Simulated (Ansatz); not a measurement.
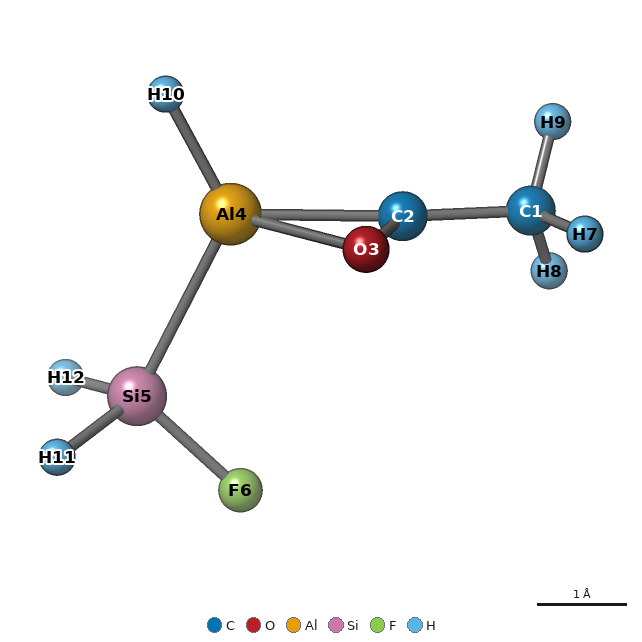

Orthographic view. Distant atoms are faded towards the background colour. Computed geometry: PBE0-D4/def2-TZVP optimisation. No frequency run is at hand to confirm it as a minimum.

Write a Z-matrix (Å, degrees) in the order of the atom numbers, with these reference atoms: 2 to 1; 3 to 2, 1; 4 to 3, 2, 1; 5 to 4, 3, 2; 6 to 5, 4, 3; 7 to 1, 2, 3; 8 to 1, 7, 2; 9 to 1, 7, 8; 10 to 4, 3, 2; 11 to 5, 6, 4; 12 to 5, 11, 6.

```
C  
C    1   1.472
O    2   1.259   1   120.7
Al   3   1.939   2    71.1   1  -179.3
Si   4   2.456   3   111.6   2   103.0
F    5   1.619   4   108.6   3   -39.4
H    1   1.092   2   112.3   3    -2.4
H    1   1.095   7   110.4   2  -120.6
H    1   1.094   7   110.9   8  -117.1
H    4   1.583   3   113.5   2  -106.3
H    5   1.492   6   106.6   4  -124.1
H    5   1.493  11   106.2   6   113.5
```
